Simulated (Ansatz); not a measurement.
# Calculations on AlSiH$_{5}$OCl$_{2}$

Part 1: Relaxation

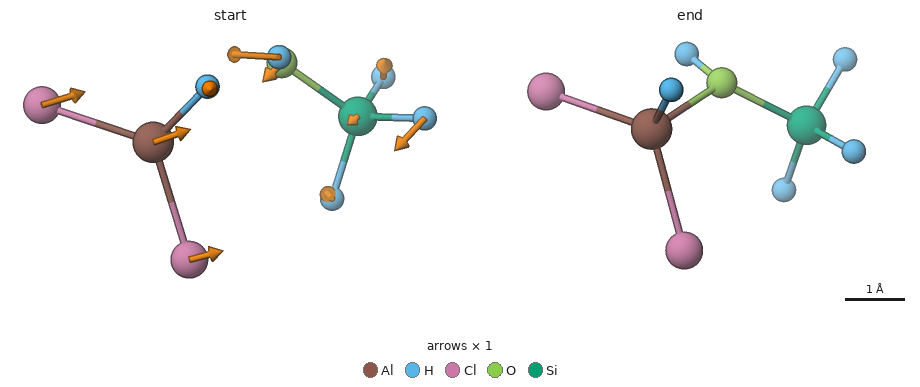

The structure of AlSiH5OCl2 before (left) and after (right) a relaxation, at one scale. The orange arrows give the displacements, at their true length.

Style: ball-and-stick. Shown at a tilt.

The run prepares an end point of a later path (reaction) calculation, from a guessed geometry.

All numbers below come from RKS BLYP-D4/def2-SVP (Ansatz). Set-up: no spin polarisation; force threshold 0.03 eV/Å; at most 50 steps.

Question: Describe what moved and what it gained.

Answer: An H atom moves most after the best rigid fit: 1.66 Å. By element the largest moves are H 1.66 Å, Cl 0.83 Å, Al 0.70 Å, O 0.52 Å, Si 0.28 Å. Among the contacts that change: Al–O 2.963 → 1.975 Å, Al–Si 4.089 → 3.349 Å, Al–Cl 2.108 → 2.166 Å, O–Si 1.703 → 1.759 Å. New bonds form, among them: Al–O (2.96 → 1.97 Å). Among the angles between lasting bonds that change: O–Si–H 110.2° → 104.7°, H–Si–H 109.4° → 114.0°, Cl–Al–Cl 119.8° → 115.7°. Groups turn about O–Si by about 165°. The energy falls by 22.6 kcal/mol in 30 accepted moves (33 points after the start). The largest force component goes from 0.8 to 0.025 eV/Å. The line search rejected the trial steps at points 17, 18, 21 of the run. The forces were under the threshold at step 19, but the run went on from there. The run took 51 s on 4 threads of Arm Neoverse V2 (shared host), peak memory 0.17 GiB.

Part 2: Relaxation

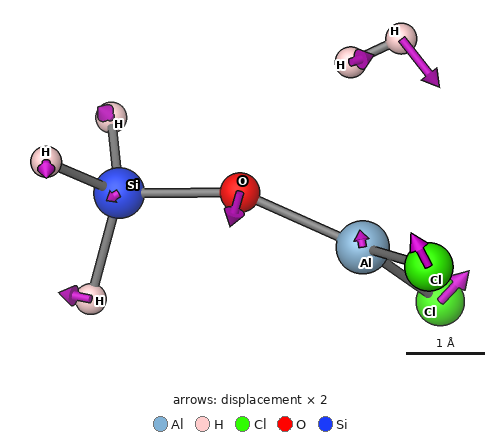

A relaxation of AlSiH5OCl2. The starting structure is drawn; purple arrows show the displacements, 2 times their true length. The two geometries are superimposed by the best rigid fit.

A ball-and-stick model, seen at a tilt.

The run prepares an end point of a later path (reaction) calculation, from a guessed geometry.

These are results of RKS BLYP-D4/def2-SVP (Ansatz), not measurements.

Input
```yaml
crystal:
  periodic: [false, false, false]
  atoms:
    - { symbol: Al, position_ang: [0.049043, -0.298207, -0.506962] }
    - { symbol: H, position_ang: [0.062342, -0.126043, 2.243247] }
    - { symbol: Cl, position_ang: [1.951456, 0.54907, -0.765706] }
    - { symbol: Cl, position_ang: [-1.670651, 0.814864, -0.984742] }
    - { symbol: O, position_ang: [-0.09826, -1.960575, 0.015101] }
    - { symbol: Si, position_ang: [-0.746897, -3.50352, -0.142947] }
    - { symbol: H, position_ang: [0.341926, -4.511069, 0.081845] }
    - { symbol: H, position_ang: [-1.828451, -3.702758, 0.880162] }
    - { symbol: H, position_ang: [-1.326137, -3.693954, -1.520548] }
    - { symbol: H, position_ang: [-0.006071, -0.739108, 1.86205] }
basis:
  gaussian: { orbitals: def2-SVP }
hamiltonian:
  xc: blyp
  dispersion: d4
relax:
  f_tol: 0.03
  max_steps: 50
```

Run as
```bash
ansatz run input.yaml --threads 4 --pin off --max-ram 5120MiB --backend cpu --events-out ev --progress --plain --runs-dir out
```

Question: Atoms of which element are displaced furthest, and by how much?

Answer: Hydrogen: up to 0.41 Å, against 0.30 Å for chlorine.

Question: Describe the change and its energy.

Answer: After 9 accepted moves (10 points after the start) the energy has fallen by 13.3 kJ/mol. Largest force component: 1.5 eV/Å at the start, 0.024 eV/Å at the end. The line search rejected the trial step at point 9 of the run. The atom that moves furthest after the best rigid fit is H2 (0.41 Å). By element the largest moves are H 0.41 Å, Cl 0.30 Å, O 0.27 Å, Al 0.12 Å, Si 0.10 Å. Some distances before and after: Al1–H10 2.410 → 2.347 Å, Al1–O5 1.749 → 1.697 Å, H2–H10 0.725 → 0.770 Å, O5–Si6 1.681 → 1.668 Å. Among the angles between lasting bonds that change: Al1–O5–Si6 151.3° → 169.8°.

Limits of the set-up: the start holds two separate molecules, 2.2 Å apart at their closest, whose relative position is a soft coordinate.

Part 3: Path

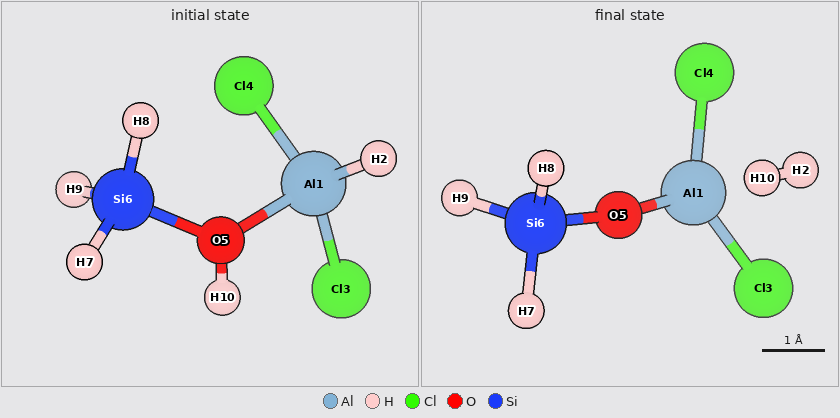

The two relaxed end points of a path for AlSiH$_{5}$OCl$_{2}$. Style: ball-and-stick. Shown at a tilt.

Level of theory: Ansatz, RKS BLYP-D4/def2-SVP.

Run with 9 movable images; climbing image; force threshold 0.05 eV/Å; iteration limit 60.

Start:
```xyz
10

Al   -0.1709    0.0039    0.3072
H    -0.5705    0.5676    1.7264
Cl    1.8087    0.4478   -0.4508
Cl   -1.7292   -0.1526   -1.1788
O     0.2158   -1.9234    0.4976
Si   -0.8225   -3.2710    0.0518
H    -0.1644   -4.4671    0.6632
H    -2.1303   -2.9652    0.6858
H    -0.8833   -3.3986   -1.4316
H     1.1749   -2.0129    0.2909
```

End:
```xyz
10

Al    0.1287   -0.3973   -0.4833
H    -0.0637    0.3274    1.7931
Cl    2.1228    0.2745   -0.5246
Cl   -1.3922    0.9058   -1.1355
O    -0.2146   -2.0299   -0.1738
Si   -0.7708   -3.5987   -0.0648
H     0.3574   -4.5149    0.3074
H    -1.8348   -3.6852    0.9913
H    -1.3464   -4.0360   -1.3797
H    -0.2581   -0.4171    1.8314
```

> Predict the minimum-energy path and its barrier.

The energy climbs by 16.1 kcal/mol to image 6 and then falls by 21.3 kcal/mol, so the end point sits at −5.1 kcal/mol. Breaking: Al1–H2 (1.58 → 1.74 at the top → 2.40 Å), O5–H10 (0.99 → 1.22 at the top → 2.57 Å). Forming: H2–H10 (3.43 → 1.11 at the top → 0.77 Å). The band is converged.

Energies of the converged images:

```csv
image,path (Å),E (kcal/mol)
0,0.00,0.0
1,0.63,0.3
2,1.26,0.7
3,1.90,1.0
4,2.53,2.5
5,3.16,6.3
6,3.79,16.1
7,4.41,0.5
8,5.04,-4.7
9,5.66,-5.0
10,6.28,-5.1
```

The geometry at the top of the path:

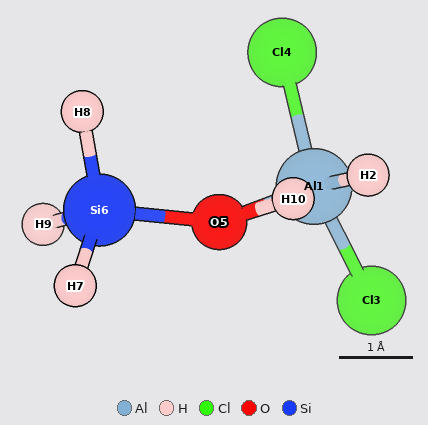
